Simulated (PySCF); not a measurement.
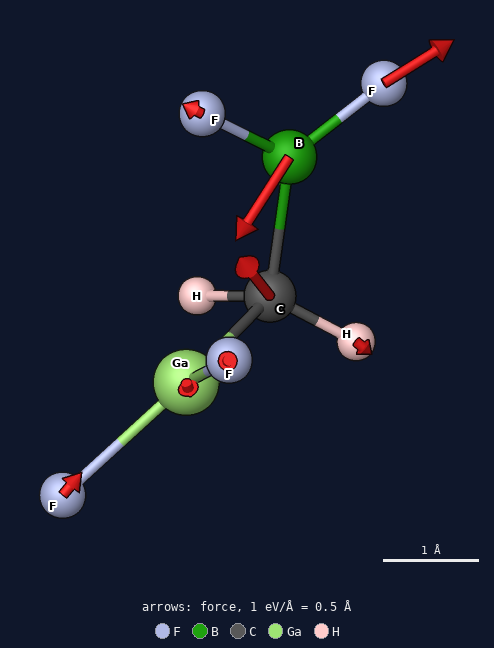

Starting geometry of CH₂BF₄Ga with the computed forces as red arrows. A ball-and-stick model, seen from a free direction.

The start comes from GFN2-xTB. Its atoms were then displaced at random by about 0.01 Å.

Level of theory: PBE0-D3(BJ)/def2-SVP geometry optimisation, gas phase in PySCF 2.14.0, density-fitted response routines. 

### Is this structure relaxed? If not, where do the atoms go?

It isn't relaxed: the largest force vector, on the B atom, is 2.13 eV/Å. The final displacements have little in common with the starting forces (cosine between the two patterns −0.01). The atom that moves furthest after the best rigid fit is an F atom (0.95 Å). Largest moves by element: F 0.95 Å, H 0.18 Å, C 0.18 Å, Ga 0.12 Å, B 0.10 Å. Among the contacts that change: C–Ga 2.016 → 1.943 Å, B–C 1.593 → 1.551 Å, B–F 1.279 → 1.318 Å, F–Ga 1.770 → 1.743 Å. Bond angles that change, for instance: B–C–Ga 100.5° → 110.2°, Ga–C–H 114.9° → 105.7°, F–B–C 126.3° → 121.7°. Groups turn about B–C by about 45°. The energy falls by 21.6 kJ/mol in 17 geometry steps. The run took 2 min on 1 thread of Arm Neoverse V2 (shared host).
